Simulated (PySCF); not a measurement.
# M06-2X/pc-0 run of [BGeH3F3]− (SMILES [BH3-][Ge]([F])([F])[F])

What is the vertical ionisation energy of [BGeH3F3]− at M06-2X/pc-0? 

The calculation is run with PySCF 2.14.0.

**1. The molecule**

[BGeH3F3]− has 8 atoms, charge -1, and is taken as a singlet. As SMILES, `[BH3-][Ge]([F])([F])[F]`. The shape comes from GFN2-xTB, which is rough for such elements, and wasn't checked as a minimum.

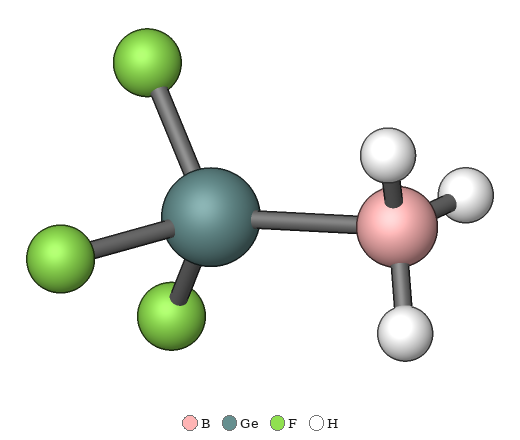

The structure, seen from a chosen angle (boron pink, germanium teal, fluorine green, hydrogen white).

**2. The energy at M06-2X/pc-0**

job.py

```python
from pyscf import gto, dft

mol = gto.Mole()
mol.atom = '''
B       -1.057530      -0.115230       0.873570
Ge       0.633830       0.068630      -0.525970
F        2.207510      -1.013430      -0.340570
F        0.422410      -0.250580      -2.404310
F        1.582980       1.723500      -0.734890
H       -1.830410       0.680340       0.467060
H       -0.570720       0.149240       1.917160
H       -1.388060      -1.242480       0.747950
'''
mol.charge = -1
mol.verbose = 4
mol.basis = 'pc-0'
mol.max_memory = 1860
mol.build()

mf = dft.RKS(mol)
mf.xc = 'm06-2x'
mf.grids.level = 4
mf.conv_tol = 1e-10
mf.kernel()
if not mf.converged:
    mf = mf.newton().run(mf.mo_coeff, mf.mo_occ)

e_final = mf.e_tot
print('E = %.10f Eh' % e_final)
```

The run is started by

```sh
OMP_NUM_THREADS=1 python job.py
```

Standard output:

```text
PySCF version 2.14.0

[INPUT] num. atoms = 8
[INPUT] num. electrons = 68
[INPUT] charge = -1
[INPUT] spin (= nelec alpha-beta = 2S) = 0
[INPUT] symmetry False subgroup None
[INPUT] Mole.unit = angstrom
[INPUT] Symbol           X                Y                Z      unit          X                Y                Z       unit  Magmom
[INPUT]  1 B     -1.057530000000  -0.115230000000   0.873570000000 AA   -1.998442068511  -0.217753141334   1.650808050636 Bohr   0.0
[INPUT]  2 Ge     0.633830000000   0.068630000000  -0.525970000000 AA    1.197765109533   0.129691903929  -0.993939249737 Bohr   0.0
[INPUT]  3 F      2.207510000000  -1.013430000000  -0.340570000000 AA    4.171589317239  -1.915105146418  -0.643584026243 Bohr   0.0
[INPUT]  4 F      0.422410000000  -0.250580000000  -2.404310000000 AA    0.798239212278  -0.473527572294  -4.543487418553 Bohr   0.0
[INPUT]  5 F      1.582980000000   1.723500000000  -0.734890000000 AA    2.991398660664   3.256942975688  -1.388740831682 Bohr   0.0
[INPUT]  6 H     -1.830410000000   0.680340000000   0.467060000000 AA   -3.458973595665   1.285656271587   0.882615483739 Bohr   0.0
[INPUT]  7 H     -0.570720000000   0.149240000000   1.917160000000 AA   -1.078504493812   0.282022726830   3.622907336971 Bohr   0.0
[INPUT]  8 H     -1.388060000000  -1.242480000000   0.747950000000 AA   -2.623053244464  -2.347946915250   1.413420654868 Bohr   0.0

nuclear repulsion = 378.955848575092
number of shells = 14
number of NR pGTOs = 114
number of NR cGTOs = 64
basis = pc-0
ecp = {}

******** <class 'pyscf.dft.rks.RKS'> ********
method = RKS
initial guess = minao
damping factor = 0
level_shift factor = 0
DIIS = <class 'pyscf.scf.diis.CDIIS'>
diis_start_cycle = 1
diis_space = 8
diis_damp = 0
SCF conv_tol = 1e-10
SCF conv_tol_grad = None
SCF max_cycles = 50
direct_scf = True
direct_scf_tol = 1e-13
XC library pyscf.dft.libxc version 7.0.0
    S. Lehtola, C. Steigemann, M. J.T. Oliveira, and M. A.L. Marques.,  SoftwareX 7, 1–5 (2018)
XC functionals = m06-2x
    Y. Zhao and D. G. Truhlar.,  Theor. Chem. Acc. 120, 215 (2008)
    Y. Zhao and D. G. Truhlar.,  Theor. Chem. Acc. 120, 215 (2008)
radial grids:
    Treutler-Ahlrichs [JCP 102, 346 (1995); DOI:10.1063/1.469408] (M4) radial grids

becke partition: Becke, JCP 88, 2547 (1988); DOI:10.1063/1.454033
pruning grids: <function nwchem_prune>
grids dens level: 4
symmetrized grids: False
atomic radii adjust function: <function treutler_atomic_radii_adjust>
small_rho_cutoff = 0
Set gradient conv threshold to 1e-05
Initial guess from minao.
tot grids = 191928
init E= -2396.27199764975
  HOMO = -0.378466897195831  LUMO = -0.0863293027346086  gap/eV = 7.94947
cycle= 1 E= -2400.45506092478  delta_E= -4.18  |g|= 1.18  |ddm|= 1.77e+03
  HOMO = -0.0980077821253347  LUMO = 0.20695179574275  gap/eV = 8.29837
cycle= 2 E= -2400.48642017196  delta_E= -0.0314  |g|= 0.902  |ddm|=  1.6
  HOMO = -0.167076130855001  LUMO = 0.203436287583212  gap/eV = 10.08216
cycle= 3 E= -2400.61527187711  delta_E= -0.129  |g|= 0.134  |ddm|= 0.691
  HOMO = -0.168002091792155  LUMO = 0.201406784403188  gap/eV = 10.05213
cycle= 4 E= -2400.61837145624  delta_E= -0.0031  |g|= 0.0267  |ddm|= 0.134
  HOMO = -0.166243415736679  LUMO = 0.20491018093358  gap/eV = 10.09960
cycle= 5 E= -2400.61862075719  delta_E= -0.000249  |g|= 0.0039  |ddm|= 0.0446
  HOMO = -0.16682348877217  LUMO = 0.204743650231447  gap/eV = 10.11086
cycle= 6 E= -2400.61863221203  delta_E= -1.15e-05  |g|= 0.00104  |ddm|= 0.0114
  HOMO = -0.166655158854908  LUMO = 0.204966754332313  gap/eV = 10.11235
cycle= 7 E= -2400.61863261471  delta_E= -4.03e-07  |g|= 0.000148  |ddm|= 0.00197
  HOMO = -0.166652072481766  LUMO = 0.204965449533892  gap/eV = 10.11223
cycle= 8 E= -2400.61863262429  delta_E= -9.58e-09  |g|= 7.97e-05  |ddm|= 0.000332
  HOMO = -0.166652153739289  LUMO = 0.204964974701527  gap/eV = 10.11222
cycle= 9 E= -2400.6186326254  delta_E= -1.11e-09  |g|= 1.13e-05  |ddm|= 6.65e-05
  HOMO = -0.16665176671083  LUMO = 0.204965215322227  gap/eV = 10.11221
cycle= 10 E= -2400.61863262545  delta_E= -4.55e-11  |g|= 1.11e-06  |ddm|= 2.21e-05
  HOMO = -0.166651690343651  LUMO = 0.204965118904293  gap/eV = 10.11221
Extra cycle  E= -2400.61863262543  delta_E= 1.09e-11  |g|= 6.21e-07  |ddm|= 2.34e-06
converged SCF energy = -2400.61863262543
E = -2400.6186326254 Eh
```

Wall time 17 s (1 thread of Arm Neoverse V2, shared host); peak memory 0.36 GiB.

**3. Doublet neutral BGeH3F3, same level**

job.py

```python
from pyscf import gto, dft

mol = gto.Mole()
mol.atom = [
    ('B', (-1.057530, -0.115230, 0.873570)),
    ('Ge', (0.633830, 0.068630, -0.525970)),
    ('F', (2.207510, -1.013430, -0.340570)),
    ('F', (0.422410, -0.250580, -2.404310)),
    ('F', (1.582980, 1.723500, -0.734890)),
    ('H', (-1.830410, 0.680340, 0.467060)),
    ('H', (-0.570720, 0.149240, 1.917160)),
    ('H', (-1.388060, -1.242480, 0.747950)),
]
mol.spin = 1
mol.max_memory = 1860
mol.verbose = 4
mol.basis = 'pc-0'
mol.build()

myscf = dft.UKS(mol, xc='m06-2x')
myscf.grids.level = 4
myscf.conv_tol = 1e-10
myscf.kernel()
if not myscf.converged:
    myscf = myscf.newton().run(myscf.mo_coeff, myscf.mo_occ)

e_final = myscf.e_tot
print('Final energy', e_final)
```

The run is started by

```sh
OMP_NUM_THREADS=1 python job.py
```

Standard output:

```text
PySCF version 2.14.0

[... 58 lines left out ...]
WARN: HOMO -0.378466897195838 >= LUMO -0.378466897195837
[... 62 lines left out ...]
converged SCF energy = -2400.4045136895  <S^2> = 0.76932832  2S+1 = 2.0192358
Final energy -2400.4045136895024
```

Run time: 43 s. Hardware: 1 thread of Arm Neoverse V2, shared host; peak memory 0.4 GiB.

**4. Outcome**

Level: M06-2X/pc-0.

```
                                                                 quantity           value
                                         singlet [BGeH3F3]−: total energy  -2400.61863 Eh
                                          singlet [BGeH3F3]−: HOMO energy        -4.53 eV
                                          singlet [BGeH3F3]−: LUMO energy         5.58 eV
singlet [BGeH3F3]−: HOMO–LUMO gap (to an unbound level, set by the basis)        10.11 eV
                                    doublet neutral BGeH3F3: total energy  -2400.40451 Eh
                                   doublet neutral BGeH3F3: dipole moment          3.04 D
              doublet neutral BGeH3F3: HOMO energy (highest over α and β)       -11.72 eV
               doublet neutral BGeH3F3: LUMO energy (lowest over α and β)        -7.11 eV
                                            doublet neutral BGeH3F3: ⟨S²⟩           0.769
                      vertical detachment energy (to the doublet neutral)        5.826 eV
```

In words: Removing an electron at fixed nuclei costs 5.83 eV (562 kJ/mol). The negative HOMO energy of the first species, 4.53 eV, lies 1.29 eV below that difference.
